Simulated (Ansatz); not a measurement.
**Computed energy against volume: RhPb2 (space group I4/mcm)**

RhPb2 (space group I4/mcm)

```
RhPb2
1.0
   -3.33911     3.33911     2.90685
    3.33911    -3.33911     2.90685
    3.33911     3.33911    -2.90685
Rh Pb
2 4
Direct
  0.25000   0.25000   0.00000
  0.75000   0.75000   0.00000
  0.66510   0.83490   0.50000
  0.33490   0.16510   0.50000
  0.83490   0.33490   0.16980
  0.16510   0.66510   0.83020
```

This relaxed cell (volume V₀) is scaled evenly in all directions, its shape held. The atoms relax within the cell's symmetry.

These are PBEsol (plane waves to 420 eV, PAW, scalar-relativistic; Ansatz, a quantum-chemistry and plane-wave program) values and carry that method's errors. k mesh 11×11×11 (Γ-centred), Fermi-Dirac smearing 0.05 eV. The energy includes the smearing's −TS. With the shape held, the modulus is that of even scaling; a crystal free to change shape is softer. RhPb2 is run without spin polarisation. RhPb2 was relaxed with its symmetry unable to fall. Spin-orbit coupling is left out, though Pb is heavy. ΔE is measured from the relaxed starting cell.

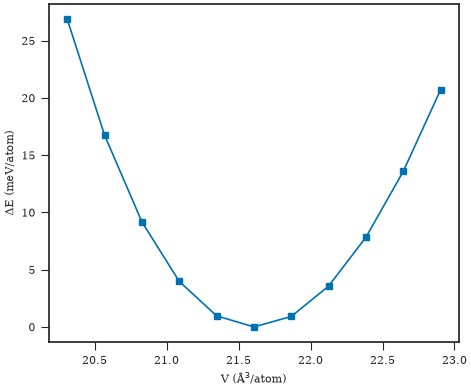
*ΔE (meV/atom) against V (Å³/atom); one marker a computed point.*

The energy cost of the largest expansion is 21 meV/atom, the pressure at the smallest volume is 7.1 GPa and the pressure for 5 % compression (fit) is 5.7 GPa. The equilibrium volume of the fit is 21.61 Å³/atom. The pressure derivative B₀′ (fit) comes out as 5.5.

P = (3B₀/2)(x⁷ − x⁵)[1 + ¾(B₀′ − 4)(x² − 1)] with x = (1/0.95)^(1/3), B₀ = 96.8 GPa and B₀′ = 5.45.

(Under strain, the slope of the energy per volume gives the stress and its curvature an elastic modulus.)
